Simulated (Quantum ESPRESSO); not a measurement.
## How far to go with the k-point mesh: Se (C2, 3 atoms in the cell)

```
Se
1.0
    2.19156    -3.79589     0.00000
    2.19156     3.79589     0.00000
    0.00000     0.00000     4.96485
Se
3
Direct
  0.00000   0.22500   0.66667
  0.78641   0.78641   0.00000
  0.22500   0.00000   0.33333
```

Method of the run: LDA (PZ), PSlibrary ultrasoft (LDA) pseudopotentials (plane waves; Quantum ESPRESSO).

Base settings: ecutwfc = 30 Ry; ecutrho = 180 Ry; occupations = smearing; smearing = fd; degauss = 0.000734986 Ry; potentials = {Se: Se.pz-n-rrkjus_psl.1.0.0.UPF}; K_POINTS = automatic 5 5 3 0 0 0; conv_thr = 1e-10 Ry; mixing_beta = 0.3.

The second cell is the first with its lattice scaled by 0.98.

Only quantities that move along the ladder and can be compared are tabulated.

The count of work is k-points × plane waves × bands × iterations; it is no time. Core times come from one kind of shared machine, to one figure; runs under 30 s give none.

The starting cell has typed, rounded lattice constants, without a prior relaxation at this level. Its lattice was rescaled by up to half a per cent. One atom was moved a little off its site on purpose.

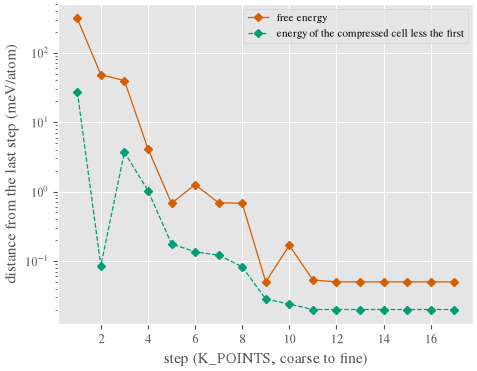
*Distance from the last step along the ladder; very small values are drawn at a floor.*

| K_POINTS | free energy less the last step's (meV/atom) | energy of the compressed cell less the first (meV/atom) | pressure (GPa) | largest difference of a force vector from the last step's (eV/Å) | gap on the mesh (eV) | count of work / last | core time / last (rough) |
|---|---|---|---|---|---|---|---|
| automatic 2 2 1 0 0 0 | -311.89 | -12.15 | -2.93 | 1.792 | 2.233 | 0.0022 | – |
| automatic 2 2 2 0 0 0 | 48.23 | 15.21 | -0.38 | 0.027 | 1.077 | 0.0044 | – |
| automatic 3 3 2 0 0 0 | 39.67 | 19.00 | -0.08 | 0.187 | 1.111 | 0.0059 | – |
| automatic 3 3 3 0 0 0 | 4.13 | 16.33 | -0.34 | 0.034 | 1.443 | 0.0075 | – |
| automatic 4 4 3 0 0 0 | -0.68 | 15.47 | -0.41 | 0.024 | 1.520 | 0.013 | – |
| automatic 5 5 3 0 0 0 | -1.26 | 15.43 | -0.42 | 0.020 | 1.428 | 0.020 | – |
| automatic 5 5 4 0 0 0 | 0.69 | 15.42 | -0.42 | 0.004 | 1.121 | 0.024 | – |
| automatic 6 6 4 0 0 0 | 0.68 | 15.38 | -0.42 | 0.001 | 0.920 | 0.035 | – |
| automatic 6 6 5 0 0 0 | 0.03 | 15.33 | -0.43 | 0.002 | 1.235 | 0.041 | – |
| automatic 7 7 5 0 0 0 | -0.17 | 15.27 | -0.43 | 0.001 | 1.191 | 0.053 | – |
| automatic 8 8 6 0 0 0 | 0.05 | 15.30 | -0.43 | 0.000 | 1.036 | 0.085 | – |
| automatic 8 8 7 0 0 0 | 0.00 | 15.30 | -0.43 | 0.000 | 1.148 | 0.11 | 0.1 |
| automatic 9 9 7 0 0 0 | -0.01 | 15.30 | -0.43 | 0.000 | 1.133 | 0.13 | 0.1 |
| automatic 10 10 8 0 0 0 | 0.00 | 15.30 | -0.43 | 0.000 | 1.022 | 0.17 | 0.2 |
| automatic 11 11 9 0 0 0 | 0.00 | 15.30 | -0.43 | 0.000 | 1.111 | 0.22 | 0.2 |
| automatic 13 13 10 0 0 0 | 0.00 | 15.30 | -0.43 | 0.000 | 0.982 | 0.34 | 0.5 |
| automatic 15 15 12 0 0 0 | 0.00 | 15.30 | -0.43 | 0.000 | 0.921 | 0.54 | 0.5 |
| automatic 19 19 14 0 0 0 | 0.00 | 15.30 | -0.43 | 0.000 | 0.947 | 1.0 | 1 |

Coarsest K_POINTS that holds the forces within 0.01 eV/Å of the last step, with all finer ones: automatic 5 5 4 0 0 0, at 0.024 of the last step's count of work; the step before is off by 0.020 eV/Å.

Coarsest K_POINTS that holds the pressure within 0.05 GPa of the last step, with all finer ones: automatic 4 4 3 0 0 0, at 0.013 of the last step's count of work; the step before is off by 0.09 GPa.

Coarsest K_POINTS that holds the energy of the compressed cell less the first within 0.5 meV/atom of the last step, with all finer ones: automatic 4 4 3 0 0 0, at 0.013 of the last step's count of work; the step before is off by 1.0 meV/atom.

The energy difference between the two cells stays within 1 meV/atom of the last step's from automatic 4 4 3 0 0 0 on, the total only from automatic 5 5 4 0 0 0 on: much of the error is common to both cells and cancels.

The gap on the mesh jumps up and down from mesh to mesh; it is no smooth measure of convergence.
